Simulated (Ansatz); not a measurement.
# C2H5BFN: an energy map over two coordinates

How does the energy of C2H5BFN, SMILES C=NCBF change over two coordinates at once? A grid of runs gives the map.

Program: Ansatz 0.2.0. Level of theory: RHF/def2-TZVP. These are calculated values, not measurements.

**1. Starting geometry**

10 atoms, charge 0, spin multiplicity 1.

Atoms are counted from 1 here; the program's logs count them from 0.

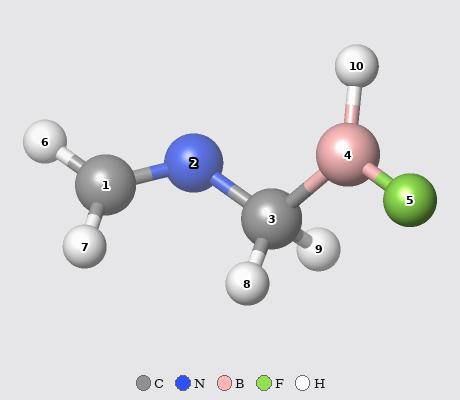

The starting geometry (carbon grey, nitrogen blue, boron pink, fluorine green, hydrogen white); atoms are numbered from 1 in the order of the file.

Coordinates:

| atom | x (Å) | y (Å) | z (Å) |
| --- | --- | --- | --- |
| C1 | -0.3096 | 1.3205 | 1.2860 |
| N2 | -0.7905 | 0.5201 | 0.4193 |
| C3 | -0.0042 | -0.6215 | 0.0198 |
| B4 | 0.2516 | -0.7056 | -1.5345 |
| F5 | 1.1924 | -1.5473 | -1.9701 |
| H6 | -0.8932 | 2.2134 | 1.5862 |
| H7 | 0.6876 | 1.1791 | 1.7776 |
| H8 | 0.9457 | -0.7719 | 0.5981 |
| H9 | -0.6145 | -1.5468 | 0.1944 |
| H10 | -0.3823 | -0.0912 | -2.3737 |

This geometry comes from a loose relaxation at PBE in a small basis, which is not shown.

**2. Geometry optimisation**

File input.yaml:

```yaml
crystal:
  periodic: [false, false, false]
  atoms:
    - { symbol: C, position_ang: [-0.309608, 1.320496, 1.286012] }
    - { symbol: "N", position_ang: [-0.790454, 0.520092, 0.419286] }
    - { symbol: C, position_ang: [-0.0042, -0.62151, 0.019763] }
    - { symbol: B, position_ang: [0.251556, -0.705555, -1.534495] }
    - { symbol: F, position_ang: [1.192396, -1.547289, -1.970057] }
    - { symbol: H, position_ang: [-0.89318, 2.213385, 1.586225] }
    - { symbol: H, position_ang: [0.687582, 1.179086, 1.777637] }
    - { symbol: H, position_ang: [0.945702, -0.77193, 0.598058] }
    - { symbol: H, position_ang: [-0.614543, -1.546764, 0.194374] }
    - { symbol: H, position_ang: [-0.382252, -0.091214, -2.373702] }
basis:
  gaussian: { orbitals: def2-TZVP }
hamiltonian:
  xc: hf
output:
  forces: true
relax:
  f_tol: 0.003
  max_steps: 120
```

Launch:

```
> ansatz run input.yaml --threads 1 --pin off --max-ram 2560MiB --backend cpu --events-out ev --progress --plain --runs-dir out
```

The program printed:

```text
Warning: RAYON_NUM_THREADS=1 ignored (pool sized by the plan → 1); use --threads N
The last accepted step is kept in <dir> (removed where the run ends without a failure and the disk answers)
Engine: ansatz 0.2.0, x86_64-unknown-linux-gnu
Functional definition: HF
  exchange = exact_x
  correlation = 0
1290 factors; their error is unknown
mean field evaluation 1: about -6999.3155 eV, gradient 3.6e1 eV
mean field evaluation 2: about -7001.8073 eV, gradient 2.0e1 eV
mean field evaluation 4: about -7002.5620 eV, gradient 1.4e0 eV
mean field evaluation 8: about -7002.5684 eV, gradient 7.3e-2 eV
mean field -7002.67133081 eV, -257.3434248260 hartree, gradient 2.1e-5 eV, S^2 0.000000; 0 other end points of the search recorded, 0 dependent functions left out
the calculation of the forces begins
reference -7002.67133081 eV, -257.3434248260 hartree; 19, 19 occupied and 166, 166 virtual orbitals, 1290 factors
relax step   1: F+E_penalty+E_count = -7002.67133081 eV  Δ(F+E_penalty+E_count) = +0.000e0 eV  max|allowed force component| = 1.738e0 eV/Å  Δτ_max = 0.0000 Å  (39 SCF iters, accepted)
these checks for a lower state are left out or cut short: starts, cluster_reference, orbital_swaps, neighbouring_geometries, increment
1290 factors; their error is unknown
mean field evaluation 16: about -7002.6606 eV, gradient 3.9e0 eV
mean field -7002.79947130 eV, -257.3481339025 hartree, gradient 2.6e-5 eV, S^2 0.000000; 0 other end points of the search recorded, 0 dependent functions left out
the calculation of the forces begins
reference -7002.79947130 eV, -257.3481339025 hartree; 19, 19 occupied and 166, 166 virtual orbitals, 1290 factors
relax step   2: F+E_penalty+E_count = -7002.79947130 eV  Δ(F+E_penalty+E_count) = -1.281e-1 eV  max|allowed force component| = 3.620e-1 eV/Å  Δτ_max = 0.0470 Å  (32 SCF iters, accepted)
these checks for a lower state are left out or cut short: starts, cluster_reference, orbital_swaps, neighbouring_geometries, increment
1290 factors; their error is unknown
mean field -7002.78488910 eV, -257.3475980164 hartree, gradient 1.1e-5 eV, S^2 0.000000; 0 other end points of the search recorded, 0 dependent functions left out
the calculation of the forces begins
reference -7002.78488910 eV, -257.3475980164 hartree; 19, 19 occupied and 166, 166 virtual orbitals, 1290 factors
relax step   3: F+E_penalty+E_count = -7002.78488910 eV  Δ(F+E_penalty+E_count) = +1.458e-2 eV  max|allowed force component| = 6.281e-1 eV/Å  Δτ_max = 0.0575 Å  (34 SCF iters, rejected (line search))
these checks for a lower state are left out or cut short: starts, cluster_reference, orbital_swaps, neighbouring_geometries, increment
1290 factors; their error is unknown
mean field evaluation 32: about -7002.8103 eV, gradient 6.4e-3 eV
mean field -7002.81033751 eV, -257.3485332282 hartree, gradient 2.0e-5 eV, S^2 0.000000; 0 other end points of the search recorded, 0 dependent functions left out
the calculation of the forces begins
reference -7002.81033751 eV, -257.3485332282 hartree; 19, 19 occupied and 166, 166 virtual orbitals, 1290 factors
relax step   4: F+E_penalty+E_count = -7002.81033751 eV  Δ(F+E_penalty+E_count) = -1.087e-2 eV  max|allowed force component| = 1.004e-1 eV/Å  Δτ_max = 0.0262 Å  (33 SCF iters, accepted)
these checks for a lower state are left out or cut short: starts, cluster_reference, orbital_swaps, neighbouring_geometries, increment
1290 factors; their error is unknown
mean field -7002.81094125 eV, -257.3485554151 hartree, gradient 2.1e-5 eV, S^2 0.000000; 0 other end points of the search recorded, 0 dependent functions left out
the calculation of the forces begins
reference -7002.81094125 eV, -257.3485554151 hartree; 19, 19 occupied and 166, 166 virtual orbitals, 1290 factors
relax step   5: F+E_penalty+E_count = -7002.81094125 eV  Δ(F+E_penalty+E_count) = -6.037e-4 eV  max|allowed force component| = 1.087e-1 eV/Å  Δτ_max = 0.0418 Å  (34 SCF iters, accepted)
these checks for a lower state are left out or cut short: starts, cluster_reference, orbital_swaps, neighbouring_geometries, increment
1290 factors; their error is unknown
mean field -7002.81214662 eV, -257.3485997116 hartree, gradient 1.8e-5 eV, S^2 0.000000; 0 other end points of the search recorded, 0 dependent functions left out
the calculation of the forces begins
reference -7002.81214662 eV, -257.3485997116 hartree; 19, 19 occupied and 166, 166 virtual orbitals, 1290 factors
relax step   6: F+E_penalty+E_count = -7002.81214662 eV  Δ(F+E_penalty+E_count) = -1.205e-3 eV  max|allowed force component| = 4.793e-2 eV/Å  Δτ_max = 0.0126 Å  (34 SCF iters, accepted)
these checks for a lower state are left out or cut short: starts, cluster_reference, orbital_swaps, neighbouring_geometries, increment
1290 factors; their error is unknown
mean field -7002.81303864 eV, -257.3486324927 hartree, gradient 2.4e-5 eV, S^2 0.000000; 0 other end points of the search recorded, 0 dependent functions left out
the calculation of the forces begins
reference -7002.81303864 eV, -257.3486324927 hartree; 19, 19 occupied and 166, 166 virtual orbitals, 1290 factors
relax step   7: F+E_penalty+E_count = -7002.81303864 eV  Δ(F+E_penalty+E_count) = -8.920e-4 eV  max|allowed force component| = 5.065e-2 eV/Å  Δτ_max = 0.0359 Å  (33 SCF iters, accepted)
these checks for a lower state are left out or cut short: starts, cluster_reference, orbital_swaps, neighbouring_geometries, increment
1290 factors; their error is unknown
mean field -7002.81367635 eV, -257.3486559282 hartree, gradient 1.2e-5 eV, S^2 0.000000; 0 other end points of the search recorded, 0 dependent functions left out
the calculation of the forces begins
reference -7002.81367635 eV, -257.3486559282 hartree; 19, 19 occupied and 166, 166 virtual orbitals, 1290 factors
relax step   8: F+E_penalty+E_count = -7002.81367635 eV  Δ(F+E_penalty+E_count) = -6.377e-4 eV  max|allowed force component| = 1.381e-1 eV/Å  Δτ_max = 0.0643 Å  (34 SCF iters, accepted)
these checks for a lower state are left out or cut short: starts, cluster_reference, orbital_swaps, neighbouring_geometries, increment
1290 factors; their error is unknown
mean field -7002.81433562 eV, -257.3486801558 hartree, gradient 2.1e-5 eV, S^2 0.000000; 0 other end points of the search recorded, 0 dependent functions left out
the calculation of the forces begins
reference -7002.81433562 eV, -257.3486801558 hartree; 19, 19 occupied and 166, 166 virtual orbitals, 1290 factors
relax step   9: F+E_penalty+E_count = -7002.81433562 eV  Δ(F+E_penalty+E_count) = -6.593e-4 eV  max|allowed force component| = 4.300e-2 eV/Å  Δτ_max = 0.0139 Å  (33 SCF iters, accepted)
these checks for a lower state are left out or cut short: starts, cluster_reference, orbital_swaps, neighbouring_geometries, increment
1290 factors; their error is unknown
mean field evaluation 64: about -7002.7059 eV, gradient 1.0e0 eV
mean field -7002.81417222 eV, -257.3486741513 hartree, gradient 2.2e-5 eV, S^2 0.000000; 0 other end points of the search recorded, 0 dependent functions left out
the calculation of the forces begins
reference -7002.81417222 eV, -257.3486741513 hartree; 19, 19 occupied and 166, 166 virtual orbitals, 1290 factors
relax step  10: F+E_penalty+E_count = -7002.81417222 eV  Δ(F+E_penalty+E_count) = +1.634e-4 eV  max|allowed force component| = 1.191e-1 eV/Å  Δτ_max = 0.0147 Å  (34 SCF iters, rejected (line search))
these checks for a lower state are left out or cut short: starts, cluster_reference, orbital_swaps, neighbouring_geometries, increment
1290 factors; their error is unknown
mean field -7002.81450804 eV, -257.3486864925 hartree, gradient 1.9e-5 eV, S^2 0.000000; 0 other end points of the search recorded, 0 dependent functions left out
the calculation of the forces begins
reference -7002.81450804 eV, -257.3486864925 hartree; 19, 19 occupied and 166, 166 virtual orbitals, 1290 factors
relax step  11: F+E_penalty+E_count = -7002.81450804 eV  Δ(F+E_penalty+E_count) = -1.724e-4 eV  max|allowed force component| = 4.682e-2 eV/Å  Δτ_max = 0.0072 Å  (35 SCF iters, accepted)
these checks for a lower state are left out or cut short: starts, cluster_reference, orbital_swaps, neighbouring_geometries, increment
1290 factors; their error is unknown
mean field -7002.81448715 eV, -257.3486857248 hartree, gradient 2.1e-5 eV, S^2 0.000000; 0 other end points of the search recorded, 0 dependent functions left out
the calculation of the forces begins
reference -7002.81448715 eV, -257.3486857248 hartree; 19, 19 occupied and 166, 166 virtual orbitals, 1290 factors
relax step  12: F+E_penalty+E_count = -7002.81448715 eV  Δ(F+E_penalty+E_count) = +2.089e-5 eV  max|allowed force component| = 4.380e-2 eV/Å  Δτ_max = 0.0162 Å  (35 SCF iters, rejected (line search))
these checks for a lower state are left out or cut short: starts, cluster_reference, orbital_swaps, neighbouring_geometries, increment
1290 factors; their error is unknown
mean field -7002.81470816 eV, -257.3486938466 hartree, gradient 2.1e-5 eV, S^2 0.000000; 0 other end points of the search recorded, 0 dependent functions left out
the calculation of the forces begins
reference -7002.81470816 eV, -257.3486938466 hartree; 19, 19 occupied and 166, 166 virtual orbitals, 1290 factors
relax step  13: F+E_penalty+E_count = -7002.81470816 eV  Δ(F+E_penalty+E_count) = -2.001e-4 eV  max|allowed force component| = 1.754e-2 eV/Å  Δτ_max = 0.0079 Å  (35 SCF iters, accepted)
these checks for a lower state are left out or cut short: starts, cluster_reference, orbital_swaps, neighbouring_geometries, increment
1290 factors; their error is unknown
mean field -7002.81485349 eV, -257.3486991874 hartree, gradient 2.5e-5 eV, S^2 0.000000; 0 other end points of the search recorded, 0 dependent functions left out
the calculation of the forces begins
reference -7002.81485349 eV, -257.3486991874 hartree; 19, 19 occupied and 166, 166 virtual orbitals, 1290 factors
relax step  14: F+E_penalty+E_count = -7002.81485349 eV  Δ(F+E_penalty+E_count) = -1.453e-4 eV  max|allowed force component| = 3.393e-2 eV/Å  Δτ_max = 0.0180 Å  (33 SCF iters, accepted)
these checks for a lower state are left out or cut short: starts, cluster_reference, orbital_swaps, neighbouring_geometries, increment
1290 factors; their error is unknown
mean field evaluation 96: about -7002.8146 eV, gradient 5.9e-1 eV
mean field -7002.81505439 eV, -257.3487065705 hartree, gradient 2.2e-5 eV, S^2 0.000000; 0 other end points of the search recorded, 0 dependent functions left out
the calculation of the forces begins
reference -7002.81505439 eV, -257.3487065705 hartree; 19, 19 occupied and 166, 166 virtual orbitals, 1290 factors
relax step  15: F+E_penalty+E_count = -7002.81505439 eV  Δ(F+E_penalty+E_count) = -2.009e-4 eV  max|allowed force component| = 1.866e-2 eV/Å  Δτ_max = 0.0283 Å  (34 SCF iters, accepted)
these checks for a lower state are left out or cut short: starts, cluster_reference, orbital_swaps, neighbouring_geometries, increment
1290 factors; their error is unknown
mean field -7002.81510509 eV, -257.3487084334 hartree, gradient 2.0e-5 eV, S^2 0.000000; 0 other end points of the search recorded, 0 dependent functions left out
the calculation of the forces begins
reference -7002.81510509 eV, -257.3487084334 hartree; 19, 19 occupied and 166, 166 virtual orbitals, 1290 factors
relax step  16: F+E_penalty+E_count = -7002.81510509 eV  Δ(F+E_penalty+E_count) = -5.069e-5 eV  max|allowed force component| = 1.466e-2 eV/Å  Δτ_max = 0.0102 Å  (35 SCF iters, accepted)
these checks for a lower state are left out or cut short: starts, cluster_reference, orbital_swaps, neighbouring_geometries, increment
1290 factors; their error is unknown
mean field -7002.81512499 eV, -257.3487091649 hartree, gradient 1.9e-5 eV, S^2 0.000000; 0 other end points of the search recorded, 0 dependent functions left out
the calculation of the forces begins
reference -7002.81512499 eV, -257.3487091649 hartree; 19, 19 occupied and 166, 166 virtual orbitals, 1290 factors
relax step  17: F+E_penalty+E_count = -7002.81512499 eV  Δ(F+E_penalty+E_count) = -1.990e-5 eV  max|allowed force component| = 1.603e-2 eV/Å  Δτ_max = 0.0071 Å  (35 SCF iters, accepted)
these checks for a lower state are left out or cut short: starts, cluster_reference, orbital_swaps, neighbouring_geometries, increment
1290 factors; their error is unknown
mean field -7002.81513651 eV, -257.3487095882 hartree, gradient 1.8e-5 eV, S^2 0.000000; 0 other end points of the search recorded, 0 dependent functions left out
the calculation of the forces begins
reference -7002.81513651 eV, -257.3487095882 hartree; 19, 19 occupied and 166, 166 virtual orbitals, 1290 factors
relax step  18: F+E_penalty+E_count = -7002.81513651 eV  Δ(F+E_penalty+E_count) = -1.152e-5 eV  max|allowed force component| = 7.408e-3 eV/Å  Δτ_max = 0.0008 Å  (35 SCF iters, accepted)
these checks for a lower state are left out or cut short: starts, cluster_reference, orbital_swaps, neighbouring_geometries, increment
1290 factors; their error is unknown
mean field -7002.81513952 eV, -257.3487096986 hartree, gradient 1.8e-5 eV, S^2 0.000000; 0 other end points of the search recorded, 0 dependent functions left out
the calculation of the forces begins
reference -7002.81513952 eV, -257.3487096986 hartree; 19, 19 occupied and 166, 166 virtual orbitals, 1290 factors
relax step  19: F+E_penalty+E_count = -7002.81513952 eV  Δ(F+E_penalty+E_count) = -3.006e-6 eV  max|allowed force component| = 3.995e-3 eV/Å  Δτ_max = 0.0004 Å  (35 SCF iters, accepted)
these checks for a lower state are left out or cut short: starts, cluster_reference, orbital_swaps, neighbouring_geometries, increment
1290 factors; their error is unknown
mean field evaluation 128: about -7002.8151 eV, gradient 6.4e-3 eV
mean field -7002.81513961 eV, -257.3487097022 hartree, gradient 1.8e-5 eV, S^2 0.000000; 0 other end points of the search recorded, 0 dependent functions left out
the calculation of the forces begins
reference -7002.81513961 eV, -257.3487097022 hartree; 19, 19 occupied and 166, 166 virtual orbitals, 1290 factors
relax step  20: F+E_penalty+E_count = -7002.81513961 eV  Δ(F+E_penalty+E_count) = -9.586e-8 eV  max|allowed force component| = 4.348e-3 eV/Å  Δτ_max = 0.0003 Å  (34 SCF iters, accepted)
these checks for a lower state are left out or cut short: starts, cluster_reference, orbital_swaps, neighbouring_geometries, increment
1290 factors; their error is unknown
mean field -7002.81513971 eV, -257.3487097058 hartree, gradient 1.8e-5 eV, S^2 0.000000; 0 other end points of the search recorded, 0 dependent functions left out
the calculation of the forces begins
reference -7002.81513971 eV, -257.3487097058 hartree; 19, 19 occupied and 166, 166 virtual orbitals, 1290 factors
relax step  21: F+E_penalty+E_count = -7002.81513971 eV  Δ(F+E_penalty+E_count) = -9.973e-8 eV  max|allowed force component| = 6.117e-3 eV/Å  Δτ_max = 0.0005 Å  (33 SCF iters, accepted)
these checks for a lower state are left out or cut short: starts, cluster_reference, orbital_swaps, neighbouring_geometries, increment
1290 factors; their error is unknown
mean field -7002.81513918 eV, -257.3487096863 hartree, gradient 1.8e-5 eV, S^2 0.000000; 0 other end points of the search recorded, 0 dependent functions left out
the calculation of the forces begins
reference -7002.81513918 eV, -257.3487096863 hartree; 19, 19 occupied and 166, 166 virtual orbitals, 1290 factors
relax step  22: F+E_penalty+E_count = -7002.81513918 eV  Δ(F+E_penalty+E_count) = +5.316e-7 eV  max|allowed force component| = 4.005e-3 eV/Å  Δτ_max = 0.0010 Å  (35 SCF iters, rejected (line search))
these checks for a lower state are left out or cut short: starts, cluster_reference, orbital_swaps, neighbouring_geometries, increment
1290 factors; their error is unknown
mean field -7002.81514095 eV, -257.3487097515 hartree, gradient 1.8e-5 eV, S^2 0.000000; 0 other end points of the search recorded, 0 dependent functions left out
the calculation of the forces begins
reference -7002.81514095 eV, -257.3487097515 hartree; 19, 19 occupied and 166, 166 virtual orbitals, 1290 factors
relax step  23: F+E_penalty+E_count = -7002.81514095 eV  Δ(F+E_penalty+E_count) = -1.242e-6 eV  max|allowed force component| = 1.137e-3 eV/Å  Δτ_max = 0.0005 Å  (35 SCF iters, accepted)
1290 factors; their error is unknown
mean field evaluation 160: about -7002.7096 eV, gradient 1.8e-1 eV
mean field -7002.81514095 eV, -257.3487097515 hartree, gradient 1.8e-5 eV, S^2 0.000000; 1 other end points of the search recorded, 0 dependent functions left out
the calculation of the forces begins
reference -7002.81514095 eV, -257.3487097515 hartree; 19, 19 occupied and 166, 166 virtual orbitals, 1290 factors
Total energy: -7002.81514095 eV, -257.3487097515 hartree
Atom 0 at    -0.334199     1.297190     1.258020 Å, force     0.000189     0.000630    -0.000109 eV/Å
Atom 1 at    -0.802559     0.480795     0.448473 Å, force    -0.000209    -0.000321     0.000259 eV/Å
Atom 2 at     0.000963    -0.642945     0.031243 Å, force     0.000275     0.000195    -0.000007 eV/Å
Atom 3 at     0.251862    -0.692831    -1.525476 Å, force    -0.000118    -0.001137     0.000089 eV/Å
Atom 4 at     1.009164    -1.662888    -1.985471 Å, force    -0.000065     0.000223    -0.000009 eV/Å
Atom 5 at    -0.927157     2.143865     1.566599 Å, force    -0.000069    -0.000117     0.000009 eV/Å
Atom 6 at     0.660138     1.209737     1.687661 Å, force     0.000013    -0.000121     0.000334 eV/Å
Atom 7 at     0.959506    -0.703506     0.554174 Å, force     0.000012     0.000277    -0.000099 eV/Å
Atom 8 at    -0.536819    -1.558603     0.279074 Å, force    -0.000118    -0.000002    -0.000276 eV/Å
Atom 9 at    -0.197901     0.077982    -2.311197 Å, force     0.000089     0.000373    -0.000190 eV/Å
Dipole moment:     0.176159     0.147594     0.305488 e Å
```

It took 38 s on 1 thread of AMD EPYC 9R45 (Zen 5), shared host; peak memory 0.42 GiB.

The steps of the relaxation: (the energy doesn't fall at every step)

| step | energy from step 1 (eV) | largest force component (eV/Å) |
| --- | --- | --- |
| 1 | 0.0000 | 1.7378 |
| 2 | -0.1281 | 0.3620 |
| 3 | -0.1136 | 0.6281 |
| 4 | -0.1390 | 0.1004 |
| 5 | -0.1396 | 0.1087 |
| 6 | -0.1408 | 0.0479 |
| 7 | -0.1417 | 0.0507 |
| 8 | -0.1423 | 0.1381 |
| 9 | -0.1430 | 0.0430 |
| 10 | -0.1428 | 0.1191 |
| 11 | -0.1432 | 0.0468 |
| 12 | -0.1432 | 0.0438 |
| 13 | -0.1434 | 0.0175 |
| 14 | -0.1435 | 0.0339 |
| 15 | -0.1437 | 0.0187 |
| 16 | -0.1438 | 0.0147 |
| 17 | -0.1438 | 0.0160 |
| 18 | -0.1438 | 0.0074 |
| 19 | -0.1438 | 0.0040 |
| 20 | -0.1438 | 0.0043 |
| 21 | -0.1438 | 0.0061 |
| 22 | -0.1438 | 0.0040 |
| 23 | -0.1438 | 0.0011 |

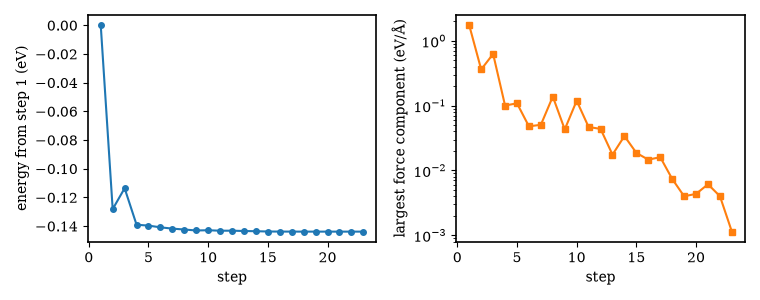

Energy and largest force along the relaxation.

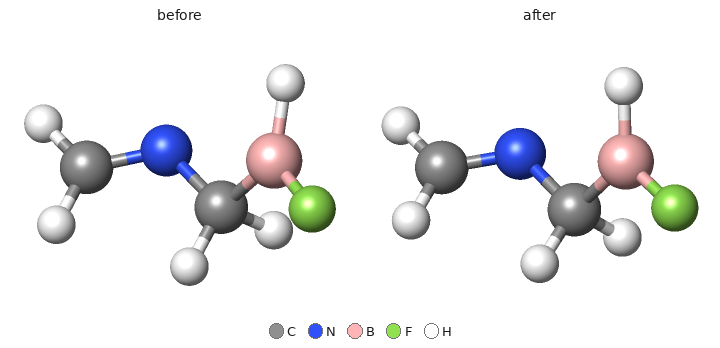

Before and after, at one scale.

Close pairs (by a distance rule), those that changed most:

| bond | before (Å) | after (Å) | change (Å) |
| --- | --- | --- | --- |
| C1–H7 | 1.121 | 1.087 | -0.034 |
| C1–N2 | 1.274 | 1.241 | -0.033 |
| C3–H9 | 1.122 | 1.090 | -0.032 |
| C1–H6 | 1.108 | 1.079 | -0.029 |
| B4–H10 | 1.218 | 1.189 | -0.029 |
| C3–H8 | 1.122 | 1.094 | -0.029 |
| B4–F5 | 1.335 | 1.314 | -0.022 |
| N2–C3 | 1.443 | 1.443 | +0.001 |

**3. Plan of the scan**

The axes are (1) angle C1–N2–C3 (carried through 180): 15 values from 101.4 to 258.6 °; (2) change of the bonds N2–C1, N2–C3, all alike: 15 values from −0.148 to 0.228 Å.

Nothing else is relaxed (all other coordinates rigid). Energies count from the relaxed molecule at the same level. Points are written as (first, second).

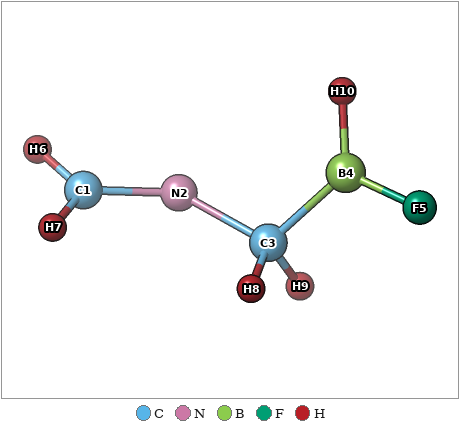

The geometry at (135.1°, 0.174 Å).

Below, 3 of the grid's runs; all are launched alike.

(Part 1 of 2 ends here.)
